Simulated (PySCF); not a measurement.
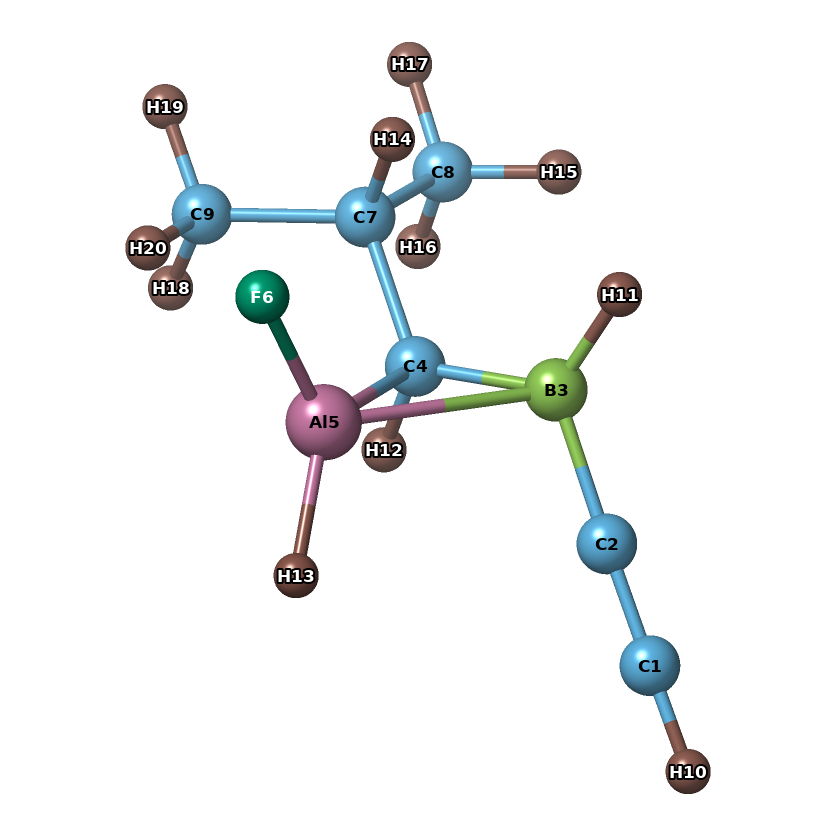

The geometry was computed by an optimisation with GFN2-xTB. No frequency run is at hand to confirm it as a minimum. Electric field gradients from the ground-state density, PBE0/pcSseg-1 (PySCF 2.14.0), non-relativistic apart from any core potentials.

Give the largest field-gradient component, the quadrupole coupling constant and the asymmetry for 11B at B3 (Q = 40.59 mb), 27Al at Al5 (Q = 146.6 mb), 2H at H10 (Q = 2.86 mb), 2H at H11 (Q = 2.86 mb), 2H at H12 (Q = 2.86 mb), 2H at H13 (Q = 2.86 mb).

| atom | V_zz (a.u.) | e²qQ/h (MHz) | η |
| --- | --- | --- | --- |
| B3 | 0.443 | 4.23 | 0.21 |
| Al5 | 1.209 | 41.6 | 0.36 |
| H10 | 0.387 | 0.260 | 0.03 |
| H11 | 0.235 | 0.158 | 0.07 |
| H12 | 0.310 | 0.208 | 0.08 |
| H13 | 0.141 | 0.095 | 0.04 |

The geometry is semi-empirical. Around Al, B such bond lengths and angles can be off by a tenth of an ångström or more and by several degrees, and values that hang on the shape move with them.
